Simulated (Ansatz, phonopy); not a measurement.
# ZnO (zincite, P6_3mc): a volume series of phonon spectra, part 4 of 4

Aim: how the vibrations of ZnO (zincite) shift with volume, and the expansion that follows.

Ansatz 0.2.0; DFT LDA, scalar-relativistic, plane waves, PAW.

So far. Step 15 (Phonons, V/V0 1.05): No mode is imaginary beyond numerical noise at the solved wavevectors. The highest zone-centre mode (no LO–TO term) moved by -6.6 % for a volume change of +5.0 %.

## (16) How the modes move with volume

This step: DFT LDA, scalar-relativistic, plane waves, PAW (phonopy 4.10.0).

Numbers from this step:

| Item | Value |
| --- | --- |
| share of modes with a negative Grüneisen parameter | 0.331 |

Mean Grüneisen, by row:

```csv
T (K),heat-capacity-weighted mean,root mean square
50,-0.981,1.308
100,-0.412,1.226
200,0.274,1.353
300,0.503,1.404
500,0.633,1.432
800,0.679,1.442
```

Table of mean mode Grueneisen parameter by wavenumber:

```csv
wavenumber (cm⁻¹),mean mode Grueneisen parameter
9,-1.94
47,-1.8
84,-1.48
141,-0.387
178,0.514
216,1.05
253,1.15
309,-
347,-
384,2.13
422,1.99
478,1.8
515,1.64
553,1.35
```

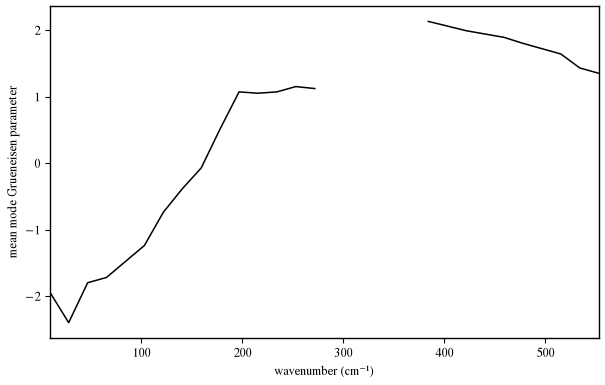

Mean mode Grueneisen parameter, plotted against wavenumber.

Volume series, by row:

```csv
V/V0,V (Å³/atom),pressure (GPa),E - E0 (meV/atom),gap (eV),zero-point energy (meV/atom),lowest on the path (cm⁻¹),highest at Gamma without the LO-TO term (cm⁻¹)
0.97,10.99,5.248,5.437,0.847,62.51,0,577.3
0.985,11.16,2.52,1.307,0.824,61.31,0,564.9
1,11.33,0,0,0.801,60.13,0,553.2
1.015,11.5,-2.324,1.233,0.777,58.96,0,541.7
1.03,11.67,-4.461,4.89,0.755,57.81,0,530.8
1.05,11.9,-7.046,12.99,0.724,56.32,0,516.9
```

Optical frequency at Gamma without the LO-TO term against V/V0:

```csv
V/V0,mode 4 (cm⁻¹),mode 6 (cm⁻¹),mode 7 (cm⁻¹),mode 8 (cm⁻¹),mode 10 (cm⁻¹),mode 12 (cm⁻¹)
0.9700,84.0,268,416,434,468,577
0.9850,87.3,265,403,421,455,565
1.0000,90.1,261,390,409,441,553
1.0150,92.5,258,378,397,429,542
1.0300,94.6,254,366,385,416,531
1.0500,97.0,249,350,370,400,517
```

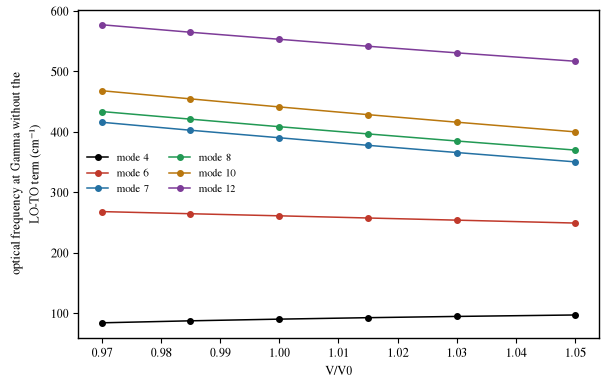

Optical frequency at Gamma without the LO-TO term, plotted against V/V0.

Grüneisen at points, by row, the first 40 of 43 rows:

```csv
point,branch,frequency (cm⁻¹),mode Grüneisen parameter
Γ,4,90.1,-1.92
Γ,6,261.1,0.9
Γ,7,390.3,2.13
Γ,8,408.6,1.99
Γ,9,441.3,1.97
Γ,11,553.2,1.39
Γ,12,558.1,1.34
M,1,87.6,-1.98
M,2,123.6,-0.35
M,3,142.5,-0.77
M,4,165.4,-0.04
M,5,239.4,0.87
M,6,259.6,1.27
M,7,444.5,1.97
M,8,451.1,1.9
M,9,491.4,1.79
M,10,505.4,1.65
M,11,553.5,1.4
M,12,556.2,1.33
K,1,140.4,-0.51
K,2,143.5,-0.35
K,4,179.6,-0.09
K,5,236.6,1.3
K,7,478.5,1.79
K,9,492,1.74
K,10,527.5,1.44
K,12,536.1,1.59
A,1,68.3,-1.79
A,5,188.8,1.12
A,7,425.1,1.99
A,11,556.2,1.3
L,1,114.3,-1.03
L,3,118.7,-1.12
L,5,268,1.05
L,7,467.2,1.84
L,9,469.9,1.87
L,11,560.8,1.34
H,1,97.5,-2.03
H,3,163.6,-0.21
H,5,258.3,1.15
```

## (17) Free-energy fit

This step gave:

- volume expansion coefficient at 300 K: 10.54 1e-6/K
- isothermal bulk modulus at 300 K: 152.4 GPa
- C_P at 300 K: 19.96 J/mol-atom/K
- Grüneisen parameter at 300 K: 0.555

Table of energy (each curve on its own zero) by volume; values in meV/atom:

```csv
volume (Å³/atom),static,F at 0 K,F at 300 K,F at 1300 K
10.990,5.44,8.44,8.58,14.6
11.160,1.31,3.11,3.31,7.39
11.330,0,0.62,0.79,2.6
11.500,1.23,0.68,0.74,-0.02
11.670,4.89,3.2,3.07,-0.49
11.897,13.0,9.81,9.37,1.81
```

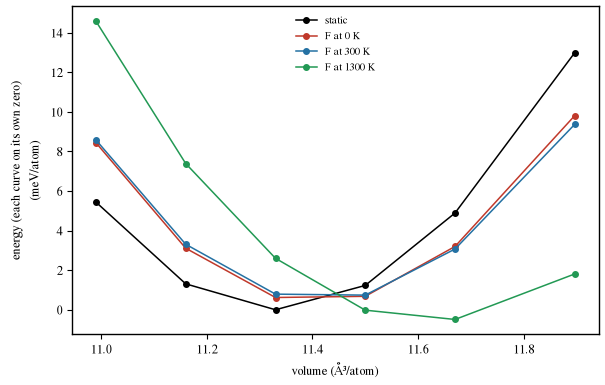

Energy (each curve on its own zero) against volume.

Phonopy-qha, vinet fit of F(V) at each temperature; no electronic free energy. Qha vinet, by row:

```csv
T (K),fitted volume (Å³/atom),alpha_V (1e-6/K),B_T (GPa),C_P (J/mol-atom/K),Grueneisen
100,11.41,-2.6,156.9,8.999,-0.3115
150,11.4,1.05,156.1,12.93,0.08734
200,11.41,5,155,16.07,0.3315
250,11.41,8.17,153.8,18.35,0.471
300,11.42,10.54,152.4,19.96,0.5547
350,11.42,12.31,151.1,21.09,0.6085
400,11.43,13.67,149.8,21.92,0.6454
450,11.44,14.74,148.4,22.53,0.6723
500,11.45,15.62,147.1,22.99,0.6927
550,11.46,16.37,145.7,23.36,0.7091
600,11.47,17.01,144.4,23.64,0.7226
650,11.48,17.58,143.1,23.88,0.7341
700,11.49,18.1,141.7,24.07,0.7441
750,11.5,18.58,140.4,24.24,0.7531
800,11.51,19.03,139.1,24.38,0.7613
850,11.52,19.45,137.9,24.5,0.7688
900,11.53,19.86,136.6,24.61,0.7759
950,11.54,20.25,135.3,24.71,0.7826
1000,11.55,20.63,134.1,24.8,0.789
1050,11.56,21.01,132.9,24.88,0.7952
1100,11.58,21.37,131.7,24.96,0.8011
1150,11.59,21.73,130.5,25.03,0.8069
1200,11.6,22.09,129.4,25.1,0.8125
1250,11.62,22.44,128.2,25.17,0.818
```

Volume expansion coefficient, phonopy-qha, Vinet against temperature:

```csv
temperature (K),"volume expansion coefficient, phonopy-qha, Vinet (1e-6/K)"
75,-3.44
150,1.05
225,6.7
275,9.45
350,12.3
425,14.2
500,15.6
575,16.7
650,17.6
700,18.1
775,18.8
850,19.4
925,20.1
1000,20.6
1075,21.2
1125,21.6
1200,22.1
1275,22.6
```

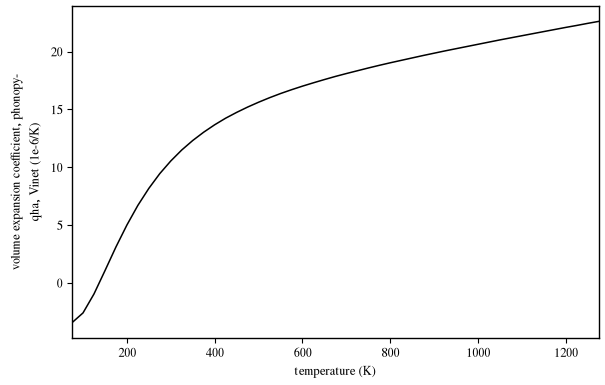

Volume expansion coefficient, phonopy-qha, Vinet, plotted against temperature.

The fit gives a volume expansion of 10.5 × 10⁻⁶/K at 300 K.

## (18) Results

| Quantity | Value |
| --- | --- |
| volume expansion coefficient at 300 K | 10.54 1e-6/K |
| isothermal bulk modulus at 300 K | 152.4 GPa |
| C_P at 300 K | 19.96 J/mol-atom/K |
| Grüneisen parameter at 300 K | 0.555 |
| mean mode Grüneisen parameter at 300 K | 0.503 |

Near room temperature ZnO (zincite) expands by 10.5 × 10⁻⁶/K in volume by LDA, with C_P = 20.0 J/(mol K) per mole of atoms and B_T = 152 GPa. At low temperature the volume shrinks on warming, because modes with negative Grüneisen parameters outweigh the rest; the coefficient turns positive near 140 K. C_P at room temperature is 80 % of the classical 3R an atom, so the stiffest modes are still partly frozen out. The heat-capacity-weighted Grüneisen parameter goes from -0.981 at 50 K to 0.679 at 800 K; 33 % of the modes stiffen on expansion. Weighting γ by the density of states and each mode's heat capacity at 300 K, the lowest third of the frequency range (cuts at 190 and 380 cm⁻¹) pulls the cell inward, while the rest pushes it outward. Among the labelled points γ is largest for branch 7 at Γ (390 cm⁻¹, 2.1) and most negative for branch 1 at H (97.5 cm⁻¹, -2.0). The log warns that the k-mesh is coarse for the response calculation and asks for a check on a denser one. The interpolation has no quadrupole term, so branches near the zone centre are less sure, since this crystal has sites that are not centres of inversion. The PAW files were made for PBE and are used here under another functional, for which the program regenerates the frozen cores.

Calculation against experiment:

```
              quantity  measured             LDA
lattice constant a (Å)   3.24945  3.187 (-1.9 %)
lattice constant c (Å)   5.20574  5.153 (-1.0 %)
```

Measured values from arxiv:0808.0492 (2008).

**Verdict.** The lattice constant a is off by -1.9 %: a clear miss. The lattice constant c is off by -1.0 %: fair agreement. The grades are ours: good and fair within 0.7 and 1.5 % for the lattice constant a and 0.8 and 2 % for the lattice constant c. Zero-point motion and thermal expansion (measured at up to 298 K) are not in the computed lattice constants.

[Logs are printed without paths, hosts, clocks, repeated set-up lines and the standing remarks that a program may print on its own settings, such as how far it seeks lower states.]

[Hosts, paths, dates, database ids (printed as entryN), source tags and the programs' standing remarks are cut or masked in the printed files.]

[A step with changed settings may run another functional than the one named; its input shows which.]

[Of the runs on displaced cells, only some may be shown.]
